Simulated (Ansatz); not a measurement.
The reference is SnS2 in the CdI2 type structure (space group P-3m1, No. 164; a = 3.6694 Å, c = 5.8062 Å; layered, stacked along the Cartesian z axis). Axes: x lies along a and z along c of the hexagonal cell.

Now apply this change: tensile biaxial strain of 4.81 % in the plane normal to [001], as in epitaxy on a mismatched substrate; the out-of-plane cell vector and the atoms relax.

The values are results of PBE-D3(BJ), PAW, 420 eV (Ansatz, a program for electronic structure; scalar-relativistic without spin-orbit coupling), not measurements.

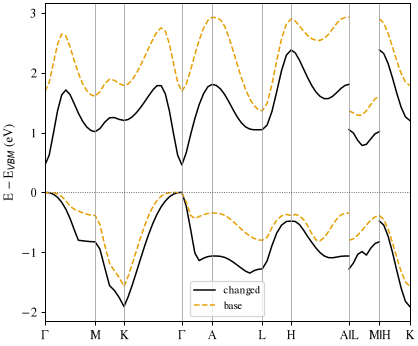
Fig. 1. Highest valence and lowest conduction band along the path, each from its own valence-band maximum

The gap is 0.46 eV, direct at Γ; the base has 1.27 eV.

No phonon test of stability was made.
